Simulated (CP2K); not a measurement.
Consider acetic acid monohydrate at its PBE geometry (Å).

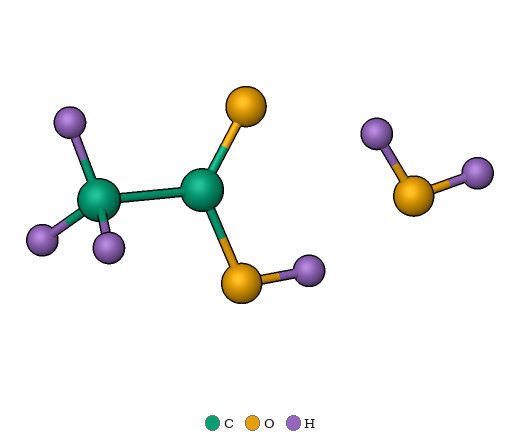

The molecule (carbon teal, oxygen orange, hydrogen purple).

```xyz
11

C    -1.8459   -0.6324    0.4072
C    -0.4805   -0.1382    0.0077
O     0.3769   -0.0874    1.0488
O    -0.1672    0.1859   -1.1363
O     2.4447    0.8133   -0.4948
H    -2.2719    0.0298    1.1724
H    -1.7650   -1.6322    0.8536
H    -2.5000   -0.6637   -0.4680
H     1.2544    0.2407    0.7121
H     1.7184    0.7413   -1.1560
H     3.2362    1.1429   -0.9467
```

Method: CP2K XAS_TDP, all-electron GAPW, PBEh(45%), aug-cc-pVDZ, TDA, GW2X-corrected core level, no relativity.

**Question.** Predict the bright core excitations at the C K edge.

Leading lines: C1 291.65 eV and C2 290.38 eV. The leading line of an atom is its first one with 35 % of the strongest within 2.5 eV of its lowest line over the strength cut. Core ionisation energies at this level: C1 292.89 and C2 296.84 eV.

The first six lines of each atom with a strength over 0.0015:

```csv
atom,energy (eV),states,"strength, one atom",above the computed threshold
C1 (bonded to C and 3 H),290.74,1,0.0041,
,291.65,1,0.0239,
,291.80,1,0.0200,
,292.00,1,0.0028,
,292.37,1,0.0023,
,292.91,1,0.0025,yes
C2 (bonded to C and 2 O),290.38,1,0.0777,
,296.44,1,0.0087,
,296.68,1,0.0074,
,297.26,1,0.0040,yes
,297.43,1,0.0024,yes
,297.98,1,0.0125,yes
```

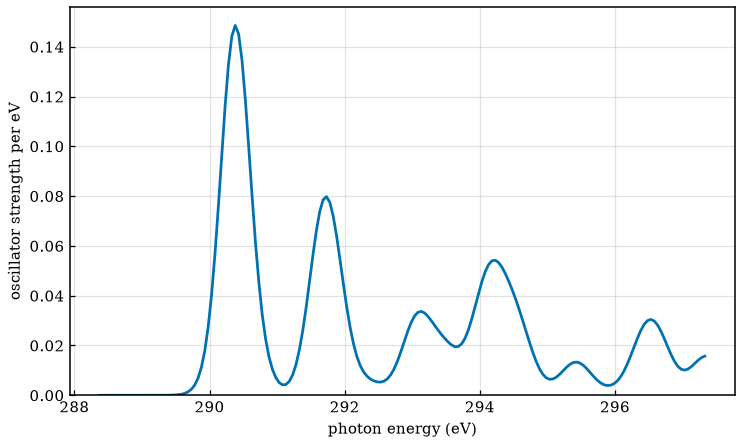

All atoms added, broadened by 0.5 eV.

Lines are vertical, at one geometry, with no vibrational structure. GW2X ionisation energies and lines can be off by 1 to 2 eV either way, and a good line position may hide errors that cancel. These values hold no scalar relativity, about 0.1 eV for C 1s. Rydberg lines, and the discretised continuum above threshold, depend on the basis and the box. This is one low-energy arrangement of the cluster, relaxed without a dispersion correction; others exist.

[Banner, clock and machine lines of the logs are left out without a mark of their own.]

[Logs are printed without paths, hosts, clocks, repeated set-up lines and the standing remarks that a program may print on its own settings, such as how far it seeks lower states.]

[Hosts, paths, dates, database ids (printed as entryN), source tags and the programs' standing remarks are cut or masked in the printed files.]
